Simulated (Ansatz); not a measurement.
Run report: AlNH2ClF, molecular dynamics (part 1 of 2)

- system: AlNH2ClF
- method: RKS LDA/STO-3G (Ansatz 0.2.0)

It belongs to a series of runs on one base structure; here: dynamics from the start. Figures and captions count atoms from 1; the log counts them from 0 in places.

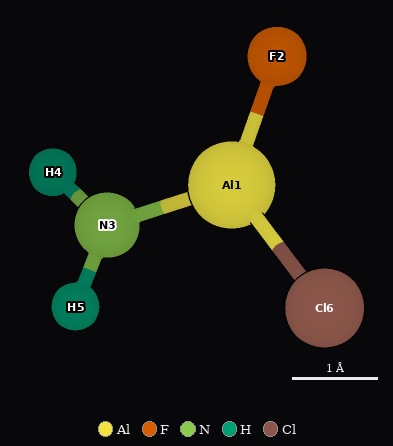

*The structure as given in the input (ball-and-stick view, seen at a tilt; atoms are numbered from 1 in the order of the input). Sticks mark near contacts.*

Bond lengths as drawn: Al–Cl 2.07 Å, Al–F 1.62 Å, Al–N 1.71 Å and H–N 1.04 Å.

### The input
```yaml
crystal:
  periodic: [false, false, false]
  atoms:
    - { symbol: Al, position_ang: [0.057868, -0.034568, -0.021214] }
    - { symbol: F, position_ang: [-0.011689, -0.515834, 1.525017] }
    - { symbol: "N", position_ang: [1.525773, -0.01742, -0.904852] }
    - { symbol: H, position_ang: [2.452038, -0.303628, -0.535251] }
    - { symbol: H, position_ang: [1.609204, 0.28236, -1.894397] }
    - { symbol: Cl, position_ang: [-1.658294, 0.58909, -1.004303] }
basis:
  gaussian: { orbitals: STO-3G }
hamiltonian:
  xc: lda
md:
  timestep: 1.0
  n_steps: 150
  ensemble: nvt_nose_hoover
  temperature: 300.0
  initial_velocities: maxwell_boltzmann
  seed: 807239
```

Hardware: 1 thread of Arm Neoverse V2, 24 GiB of memory available, shared host.

Launch command:
```bash
ansatz run input.yaml --threads 1 --pin off --max-ram 2048MiB --backend cpu --events-out ev --progress --plain --runs-dir out
```

### Log
```
Engine: ansatz 0.2.0, aarch64-unknown-linux-gnu
Functional definition: SPW92
  exchange = slater_x
  correlation = pw_c
397 factors; integrals over basis functions are off by at most 1.3e-5 eV
mean field evaluation 1: about -22982.4547 eV, gradient 3.4e1 eV
mean field evaluation 2: about -22972.1310 eV, gradient 6.9e1 eV
mean field evaluation 4: about -22986.4268 eV, gradient 4.4e0 eV
mean field evaluation 8: about -22986.4551 eV, gradient 6.3e-2 eV
mean field -22986.45507857 eV, -844.7366433586 hartree, gradient 5.3e-6 eV, S^2 0.000000; 0 other end points of the search recorded, 0 dependent functions left out
the calculation of the forces begins
reference -22986.45509680 eV, -844.7366440286 hartree; 24, 24 occupied and 6, 6 virtual orbitals, 397 factors
md step     0: t =     0.00 fs  T =   300.0 K  F+E_penalty+E_count = -22986.45507857 eV  E_kin = 0.155112 eV  conserved = -22986.29996657 eV  (21 SCF iters)
these checks for a lower state are left out or cut short: starts, cluster_reference, orbital_swaps, neighbouring_geometries, increment
397 factors; integrals over basis functions are off by at most 1.3e-5 eV
mean field evaluation 16: about -22986.4630 eV, gradient 5.5e-3 eV
mean field -22986.42442574 eV, -844.7355168880 hartree, gradient 1.5e-5 eV, S^2 0.000000; 0 other end points of the search recorded, 0 dependent functions left out
the calculation of the forces begins
reference -22986.42444396 eV, -844.7355175573 hartree; 24, 24 occupied and 6, 6 virtual orbitals, 397 factors
md step     1: t =     1.00 fs  T =   248.1 K  F+E_penalty+E_count = -22986.42442574 eV  E_kin = 0.128293 eV  conserved = -22986.29613378 eV  (25 SCF iters)
[... from here on the SCF iterations and repeated set-up lines of each step are left out, up to the last step ...]
md step     2: t =     2.00 fs  T =   170.1 K  F+E_penalty+E_count = -22986.38007925 eV  E_kin = 0.087928 eV  conserved = -22986.29215596 eV  (26 SCF iters)
md step     3: t =     3.00 fs  T =   171.4 K  F+E_penalty+E_count = -22986.38129012 eV  E_kin = 0.088609 eV  conserved = -22986.29269624 eV  (24 SCF iters)
md step     4: t =     4.00 fs  T =   237.4 K  F+E_penalty+E_count = -22986.41988613 eV  E_kin = 0.122722 eV  conserved = -22986.29720093 eV  (25 SCF iters)
md step     5: t =     5.00 fs  T =   252.3 K  F+E_penalty+E_count = -22986.43014747 eV  E_kin = 0.130463 eV  conserved = -22986.29975253 eV  (25 SCF iters)
md step     6: t =     6.00 fs  T =   169.9 K  F+E_penalty+E_count = -22986.38198511 eV  E_kin = 0.087852 eV  conserved = -22986.29423213 eV  (25 SCF iters)
md step     7: t =     7.00 fs  T =   123.4 K  F+E_penalty+E_count = -22986.35428337 eV  E_kin = 0.063787 eV  conserved = -22986.29062403 eV  (25 SCF iters)
md step     8: t =     8.00 fs  T =   187.8 K  F+E_penalty+E_count = -22986.39385225 eV  E_kin = 0.097093 eV  conserved = -22986.29692542 eV  (26 SCF iters)
md step     9: t =     9.00 fs  T =   228.4 K  F+E_penalty+E_count = -22986.41728545 eV  E_kin = 0.118109 eV  conserved = -22986.29940293 eV  (25 SCF iters)
md step    10: t =    10.00 fs  T =   170.6 K  F+E_penalty+E_count = -22986.38334636 eV  E_kin = 0.088207 eV  conserved = -22986.29542943 eV  (26 SCF iters)
md step    11: t =    11.00 fs  T =   104.0 K  F+E_penalty+E_count = -22986.34546025 eV  E_kin = 0.053765 eV  conserved = -22986.29203462 eV  (26 SCF iters)
md step    12: t =    12.00 fs  T =   119.1 K  F+E_penalty+E_count = -22986.35424991 eV  E_kin = 0.061571 eV  conserved = -22986.29306541 eV  (26 SCF iters)
md step    13: t =    13.00 fs  T =   187.3 K  F+E_penalty+E_count = -22986.39396198 eV  E_kin = 0.096842 eV  conserved = -22986.29758202 eV  (25 SCF iters)
md step    14: t =    14.00 fs  T =   194.9 K  F+E_penalty+E_count = -22986.39957140 eV  E_kin = 0.100756 eV  conserved = -22986.29937879 eV  (26 SCF iters)
md step    15: t =    15.00 fs  T =   113.9 K  F+E_penalty+E_count = -22986.35193664 eV  E_kin = 0.058904 eV  conserved = -22986.29368308 eV  (24 SCF iters)
md step    16: t =    16.00 fs  T =    78.1 K  F+E_penalty+E_count = -22986.33098385 eV  E_kin = 0.040356 eV  conserved = -22986.29133910 eV  (22 SCF iters)
md step    17: t =    17.00 fs  T =   138.9 K  F+E_penalty+E_count = -22986.36813148 eV  E_kin = 0.071841 eV  conserved = -22986.29707931 eV  (24 SCF iters)
md step    18: t =    18.00 fs  T =   170.4 K  F+E_penalty+E_count = -22986.38596984 eV  E_kin = 0.088087 eV  conserved = -22986.29879011 eV  (26 SCF iters)
md step    19: t =    19.00 fs  T =   115.2 K  F+E_penalty+E_count = -22986.35382106 eV  E_kin = 0.059572 eV  conserved = -22986.29527228 eV  (26 SCF iters)
md step    20: t =    20.00 fs  T =    54.8 K  F+E_penalty+E_count = -22986.31951375 eV  E_kin = 0.028342 eV  conserved = -22986.29226890 eV  (26 SCF iters)
md step    21: t =    21.00 fs  T =    68.6 K  F+E_penalty+E_count = -22986.32752091 eV  E_kin = 0.035469 eV  conserved = -22986.29320903 eV  (27 SCF iters)
md step    22: t =    22.00 fs  T =   130.2 K  F+E_penalty+E_count = -22986.36337331 eV  E_kin = 0.067326 eV  conserved = -22986.29730867 eV  (25 SCF iters)
md step    23: t =    23.00 fs  T =   138.0 K  F+E_penalty+E_count = -22986.36867241 eV  E_kin = 0.071327 eV  conserved = -22986.29875570 eV  (26 SCF iters)
md step    24: t =    24.00 fs  T =    70.3 K  F+E_penalty+E_count = -22986.32854689 eV  E_kin = 0.036351 eV  conserved = -22986.29372734 eV  (24 SCF iters)
md step    25: t =    25.00 fs  T =    45.3 K  F+E_penalty+E_count = -22986.31359271 eV  E_kin = 0.023402 eV  conserved = -22986.29179335 eV  (26 SCF iters)
md step    26: t =    26.00 fs  T =   107.8 K  F+E_penalty+E_count = -22986.35058577 eV  E_kin = 0.055762 eV  conserved = -22986.29653001 eV  (25 SCF iters)
md step    27: t =    27.00 fs  T =   150.9 K  F+E_penalty+E_count = -22986.37451585 eV  E_kin = 0.078020 eV  conserved = -22986.29838431 eV  (26 SCF iters)
md step    28: t =    28.00 fs  T =   116.7 K  F+E_penalty+E_count = -22986.35383737 eV  E_kin = 0.060357 eV  conserved = -22986.29556434 eV  (25 SCF iters)
md step    29: t =    29.00 fs  T =    70.2 K  F+E_penalty+E_count = -22986.32666273 eV  E_kin = 0.036283 eV  conserved = -22986.29260626 eV  (25 SCF iters)
md step    30: t =    30.00 fs  T =    87.8 K  F+E_penalty+E_count = -22986.33623318 eV  E_kin = 0.045393 eV  conserved = -22986.29319389 eV  (26 SCF iters)
md step    31: t =    31.00 fs  T =   152.9 K  F+E_penalty+E_count = -22986.37343393 eV  E_kin = 0.079046 eV  conserved = -22986.29694629 eV  (26 SCF iters)
md step    32: t =    32.00 fs  T =   172.7 K  F+E_penalty+E_count = -22986.38494116 eV  E_kin = 0.089306 eV  conserved = -22986.29847785 eV  (25 SCF iters)
md step    33: t =    33.00 fs  T =   120.5 K  F+E_penalty+E_count = -22986.35341926 eV  E_kin = 0.062286 eV  conserved = -22986.29423919 eV  (25 SCF iters)
md step    34: t =    34.00 fs  T =    95.7 K  F+E_penalty+E_count = -22986.33835650 eV  E_kin = 0.049503 eV  conserved = -22986.29216037 eV  (23 SCF iters)
md step    35: t =    35.00 fs  T =   148.1 K  F+E_penalty+E_count = -22986.36889584 eV  E_kin = 0.076588 eV  conserved = -22986.29585148 eV  (24 SCF iters)
md step    36: t =    36.00 fs  T =   192.4 K  F+E_penalty+E_count = -22986.39376447 eV  E_kin = 0.099497 eV  conserved = -22986.29815210 eV  (25 SCF iters)
md step    37: t =    37.00 fs  T =   165.4 K  F+E_penalty+E_count = -22986.37719337 eV  E_kin = 0.085518 eV  conserved = -22986.29592582 eV  (26 SCF iters)
md step    38: t =    38.00 fs  T =   118.0 K  F+E_penalty+E_count = -22986.34921664 eV  E_kin = 0.061001 eV  conserved = -22986.29276254 eV  (26 SCF iters)
md step    39: t =    39.00 fs  T =   130.4 K  F+E_penalty+E_count = -22986.35557995 eV  E_kin = 0.067404 eV  conserved = -22986.29299163 eV  (25 SCF iters)
md step    40: t =    40.00 fs  T =   195.8 K  F+E_penalty+E_count = -22986.39263830 eV  E_kin = 0.101236 eV  conserved = -22986.29658286 eV  (25 SCF iters)
md step    41: t =    41.00 fs  T =   225.2 K  F+E_penalty+E_count = -22986.40912276 eV  E_kin = 0.116435 eV  conserved = -22986.29834642 eV  (26 SCF iters)
md step    42: t =    42.00 fs  T =   182.1 K  F+E_penalty+E_count = -22986.38281123 eV  E_kin = 0.094149 eV  conserved = -22986.29479194 eV  (24 SCF iters)
md step    43: t =    43.00 fs  T =   151.2 K  F+E_penalty+E_count = -22986.36392149 eV  E_kin = 0.078165 eV  conserved = -22986.29227925 eV  (25 SCF iters)
md step    44: t =    44.00 fs  T =   191.7 K  F+E_penalty+E_count = -22986.38752134 eV  E_kin = 0.099118 eV  conserved = -22986.29534121 eV  (25 SCF iters)
md step    45: t =    45.00 fs  T =   232.1 K  F+E_penalty+E_count = -22986.41079722 eV  E_kin = 0.119981 eV  conserved = -22986.29827658 eV  (26 SCF iters)
md step    46: t =    46.00 fs  T =   199.0 K  F+E_penalty+E_count = -22986.39100322 eV  E_kin = 0.102897 eV  conserved = -22986.29610508 eV  (26 SCF iters)
md step    47: t =    47.00 fs  T =   139.8 K  F+E_penalty+E_count = -22986.35653258 eV  E_kin = 0.072268 eV  conserved = -22986.29269404 eV  (26 SCF iters)
md step    48: t =    48.00 fs  T =   139.3 K  F+E_penalty+E_count = -22986.35619443 eV  E_kin = 0.072003 eV  conserved = -22986.29298515 eV  (25 SCF iters)
md step    49: t =    49.00 fs  T =   190.8 K  F+E_penalty+E_count = -22986.38594262 eV  E_kin = 0.098666 eV  conserved = -22986.29651165 eV  (25 SCF iters)
md step    50: t =    50.00 fs  T =   207.3 K  F+E_penalty+E_count = -22986.39548132 eV  E_kin = 0.107197 eV  conserved = -22986.29806089 eV  (24 SCF iters)
md step    51: t =    51.00 fs  T =   154.4 K  F+E_penalty+E_count = -22986.36443426 eV  E_kin = 0.079813 eV  conserved = -22986.29489842 eV  (24 SCF iters)
md step    52: t =    52.00 fs  T =   110.6 K  F+E_penalty+E_count = -22986.33863984 eV  E_kin = 0.057170 eV  conserved = -22986.29212155 eV  (24 SCF iters)
md step    53: t =    53.00 fs  T =   141.2 K  F+E_penalty+E_count = -22986.35680483 eV  E_kin = 0.072987 eV  conserved = -22986.29483466 eV  (22 SCF iters)
md step    54: t =    54.00 fs  T =   181.9 K  F+E_penalty+E_count = -22986.38064509 eV  E_kin = 0.094029 eV  conserved = -22986.29811320 eV  (24 SCF iters)
md step    55: t =    55.00 fs  T =   153.2 K  F+E_penalty+E_count = -22986.36306754 eV  E_kin = 0.079236 eV  conserved = -22986.29583478 eV  (25 SCF iters)
md step    56: t =    56.00 fs  T =   101.1 K  F+E_penalty+E_count = -22986.33226950 eV  E_kin = 0.052259 eV  conserved = -22986.29240673 eV  (25 SCF iters)
md step    57: t =    57.00 fs  T =   110.2 K  F+E_penalty+E_count = -22986.33695823 eV  E_kin = 0.056957 eV  conserved = -22986.29273174 eV  (26 SCF iters)
md step    58: t =    58.00 fs  T =   173.9 K  F+E_penalty+E_count = -22986.37282313 eV  E_kin = 0.089891 eV  conserved = -22986.29612392 eV  (26 SCF iters)
md step    59: t =    59.00 fs  T =   205.8 K  F+E_penalty+E_count = -22986.39067183 eV  E_kin = 0.106395 eV  conserved = -22986.29809506 eV  (24 SCF iters)
md step    60: t =    60.00 fs  T =   161.0 K  F+E_penalty+E_count = -22986.36413609 eV  E_kin = 0.083251 eV  conserved = -22986.29531838 eV  (25 SCF iters)
md step    61: t =    61.00 fs  T =   115.2 K  F+E_penalty+E_count = -22986.33613695 eV  E_kin = 0.059549 eV  conserved = -22986.29149222 eV  (24 SCF iters)
md step    62: t =    62.00 fs  T =   152.3 K  F+E_penalty+E_count = -22986.35804643 eV  E_kin = 0.078730 eV  conserved = -22986.29468690 eV  (25 SCF iters)
md step    63: t =    63.00 fs  T =   200.3 K  F+E_penalty+E_count = -22986.38619744 eV  E_kin = 0.103586 eV  conserved = -22986.29860918 eV  (25 SCF iters)
md step    64: t =    64.00 fs  T =   163.7 K  F+E_penalty+E_count = -22986.36385077 eV  E_kin = 0.084659 eV  conserved = -22986.29584573 eV  (26 SCF iters)
md step    65: t =    65.00 fs  T =    96.1 K  F+E_penalty+E_count = -22986.32456130 eV  E_kin = 0.049682 eV  conserved = -22986.29200885 eV  (26 SCF iters)
md step    66: t =    66.00 fs  T =    94.5 K  F+E_penalty+E_count = -22986.32354550 eV  E_kin = 0.048874 eV  conserved = -22986.29215920 eV  (26 SCF iters)
md step    67: t =    67.00 fs  T =   157.4 K  F+E_penalty+E_count = -22986.35917386 eV  E_kin = 0.081364 eV  conserved = -22986.29578097 eV  (26 SCF iters)
md step    68: t =    68.00 fs  T =   190.0 K  F+E_penalty+E_count = -22986.37811732 eV  E_kin = 0.098263 eV  conserved = -22986.29850253 eV  (26 SCF iters)
md step    69: t =    69.00 fs  T =   132.7 K  F+E_penalty+E_count = -22986.34459124 eV  E_kin = 0.068633 eV  conserved = -22986.29524547 eV  (25 SCF iters)
md step    70: t =    70.00 fs  T =    76.4 K  F+E_penalty+E_count = -22986.30993846 eV  E_kin = 0.039525 eV  conserved = -22986.29012159 eV  (24 SCF iters)
md step    71: t =    71.00 fs  T =   130.1 K  F+E_penalty+E_count = -22986.34165543 eV  E_kin = 0.067272 eV  conserved = -22986.29451690 eV  (22 SCF iters)
md step    72: t =    72.00 fs  T =   199.5 K  F+E_penalty+E_count = -22986.38140568 eV  E_kin = 0.103141 eV  conserved = -22986.29908908 eV  (25 SCF iters)
md step    73: t =    73.00 fs  T =   169.4 K  F+E_penalty+E_count = -22986.36163514 eV  E_kin = 0.087584 eV  conserved = -22986.29565870 eV  (25 SCF iters)
md step    74: t =    74.00 fs  T =   106.6 K  F+E_penalty+E_count = -22986.32424922 eV  E_kin = 0.055117 eV  conserved = -22986.29133450 eV  (25 SCF iters)
md step    75: t =    75.00 fs  T =   122.9 K  F+E_penalty+E_count = -22986.33234624 eV  E_kin = 0.063548 eV  conserved = -22986.29150392 eV  (26 SCF iters)
md step    76: t =    76.00 fs  T =   215.4 K  F+E_penalty+E_count = -22986.38377640 eV  E_kin = 0.111350 eV  conserved = -22986.29588651 eV  (25 SCF iters)
md step    77: t =    77.00 fs  T =   268.4 K  F+E_penalty+E_count = -22986.41363117 eV  E_kin = 0.138786 eV  conserved = -22986.29939524 eV  (26 SCF iters)
md step    78: t =    78.00 fs  T =   208.4 K  F+E_penalty+E_count = -22986.37693996 eV  E_kin = 0.107733 eV  conserved = -22986.29483817 eV  (25 SCF iters)
md step    79: t =    79.00 fs  T =   154.9 K  F+E_penalty+E_count = -22986.34273407 eV  E_kin = 0.080090 eV  conserved = -22986.28910712 eV  (26 SCF iters)
md step    80: t =    80.00 fs  T =   225.7 K  F+E_penalty+E_count = -22986.38486397 eV  E_kin = 0.116718 eV  conserved = -22986.29549234 eV  (25 SCF iters)
md step    81: t =    81.00 fs  T =   288.7 K  F+E_penalty+E_count = -22986.42035482 eV  E_kin = 0.149274 eV  conserved = -22986.29963030 eV  (26 SCF iters)
md step    82: t =    82.00 fs  T =   231.8 K  F+E_penalty+E_count = -22986.38507498 eV  E_kin = 0.119836 eV  conserved = -22986.29501269 eV  (26 SCF iters)
md step    83: t =    83.00 fs  T =   152.0 K  F+E_penalty+E_count = -22986.33842140 eV  E_kin = 0.078601 eV  conserved = -22986.29050239 eV  (26 SCF iters)
md step    84: t =    84.00 fs  T =   169.6 K  F+E_penalty+E_count = -22986.34743096 eV  E_kin = 0.087667 eV  conserved = -22986.29121716 eV  (24 SCF iters)
md step    85: t =    85.00 fs  T =   266.2 K  F+E_penalty+E_count = -22986.40152253 eV  E_kin = 0.137658 eV  conserved = -22986.29637488 eV  (26 SCF iters)
md step    86: t =    86.00 fs  T =   307.3 K  F+E_penalty+E_count = -22986.42455960 eV  E_kin = 0.158877 eV  conserved = -22986.29958998 eV  (26 SCF iters)
md step    87: t =    87.00 fs  T =   230.1 K  F+E_penalty+E_count = -22986.37707537 eV  E_kin = 0.118978 eV  conserved = -22986.29331786 eV  (25 SCF iters)
md step    88: t =    88.00 fs  T =   186.4 K  F+E_penalty+E_count = -22986.34878275 eV  E_kin = 0.096351 eV  conserved = -22986.28867671 eV  (25 SCF iters)
md step    89: t =    89.00 fs  T =   269.5 K  F+E_penalty+E_count = -22986.39854115 eV  E_kin = 0.139335 eV  conserved = -22986.29658177 eV  (22 SCF iters)
md step    90: t =    90.00 fs  T =   314.9 K  F+E_penalty+E_count = -22986.42323495 eV  E_kin = 0.162814 eV  conserved = -22986.29925192 eV  (25 SCF iters)
md step    91: t =    91.00 fs  T =   237.6 K  F+E_penalty+E_count = -22986.37656315 eV  E_kin = 0.122846 eV  conserved = -22986.29392605 eV  (25 SCF iters)
md step    92: t =    92.00 fs  T =   156.8 K  F+E_penalty+E_count = -22986.32976416 eV  E_kin = 0.081066 eV  conserved = -22986.28989573 eV  (26 SCF iters)
md step    93: t =    93.00 fs  T =   182.1 K  F+E_penalty+E_count = -22986.34349429 eV  E_kin = 0.094163 eV  conserved = -22986.29138800 eV  (26 SCF iters)
md step    94: t =    94.00 fs  T =   273.1 K  F+E_penalty+E_count = -22986.39503223 eV  E_kin = 0.141180 eV  conserved = -22986.29707124 eV  (26 SCF iters)
md step    95: t =    95.00 fs  T =   284.2 K  F+E_penalty+E_count = -22986.40169576 eV  E_kin = 0.146966 eV  conserved = -22986.29937618 eV  (25 SCF iters)
md step    96: t =    96.00 fs  T =   180.7 K  F+E_penalty+E_count = -22986.33917129 eV  E_kin = 0.093428 eV  conserved = -22986.29158480 eV  (25 SCF iters)
md step    97: t =    97.00 fs  T =   142.5 K  F+E_penalty+E_count = -22986.31581384 eV  E_kin = 0.073670 eV  conserved = -22986.28882178 eV  (25 SCF iters)
md step    98: t =    98.00 fs  T =   228.0 K  F+E_penalty+E_count = -22986.36747797 eV  E_kin = 0.117862 eV  conserved = -22986.29726164 eV  (25 SCF iters)
md step    99: t =    99.00 fs  T =   255.4 K  F+E_penalty+E_count = -22986.38156413 eV  E_kin = 0.132044 eV  conserved = -22986.29843531 eV  (25 SCF iters)
md step   100: t =   100.00 fs  T =   169.9 K  F+E_penalty+E_count = -22986.33072324 eV  E_kin = 0.087864 eV  conserved = -22986.29289653 eV  (26 SCF iters)
md step   101: t =   101.00 fs  T =   101.3 K  F+E_penalty+E_count = -22986.29099554 eV  E_kin = 0.052397 eV  conserved = -22986.28935595 eV  (26 SCF iters)
md step   102: t =   102.00 fs  T =   146.7 K  F+E_penalty+E_count = -22986.31588481 eV  E_kin = 0.075874 eV  conserved = -22986.29143527 eV  (26 SCF iters)
md step   103: t =   103.00 fs  T =   248.9 K  F+E_penalty+E_count = -22986.37361255 eV  E_kin = 0.128668 eV  conserved = -22986.29744003 eV  (26 SCF iters)
md step   104: t =   104.00 fs  T =   257.6 K  F+E_penalty+E_count = -22986.37822017 eV  E_kin = 0.133176 eV  conserved = -22986.29891598 eV  (26 SCF iters)
md step   105: t =   105.00 fs  T =   160.3 K  F+E_penalty+E_count = -22986.31832728 eV  E_kin = 0.082867 eV  conserved = -22986.29047030 eV  (25 SCF iters)
md step   106: t =   106.00 fs  T =   145.9 K  F+E_penalty+E_count = -22986.30911029 eV  E_kin = 0.075427 eV  conserved = -22986.28953220 eV  (26 SCF iters)
md step   107: t =   107.00 fs  T =   236.7 K  F+E_penalty+E_count = -22986.36332417 eV  E_kin = 0.122398 eV  conserved = -22986.29782988 eV  (23 SCF iters)
md step   108: t =   108.00 fs  T =   246.9 K  F+E_penalty+E_count = -22986.36724761 eV  E_kin = 0.127645 eV  conserved = -22986.29784402 eV  (26 SCF iters)
md step   109: t =   109.00 fs  T =   147.3 K  F+E_penalty+E_count = -22986.30912855 eV  E_kin = 0.076159 eV  conserved = -22986.29230352 eV  (25 SCF iters)
md step   110: t =   110.00 fs  T =    72.0 K  F+E_penalty+E_count = -22986.26643732 eV  E_kin = 0.037245 eV  conserved = -22986.28913773 eV  (26 SCF iters)
md step   111: t =   111.00 fs  T =   107.9 K  F+E_penalty+E_count = -22986.28688679 eV  E_kin = 0.055793 eV  conserved = -22986.29154663 eV  (26 SCF iters)
md step   112: t =   112.00 fs  T =   189.0 K  F+E_penalty+E_count = -22986.33379353 eV  E_kin = 0.097698 eV  conserved = -22986.29739043 eV  (26 SCF iters)
md step   113: t =   113.00 fs  T =   174.3 K  F+E_penalty+E_count = -22986.32537663 eV  E_kin = 0.090125 eV  conserved = -22986.29758242 eV  (26 SCF iters)
md step   114: t =   114.00 fs  T =    80.0 K  F+E_penalty+E_count = -22986.26771615 eV  E_kin = 0.041350 eV  conserved = -22986.28942483 eV  (25 SCF iters)
```
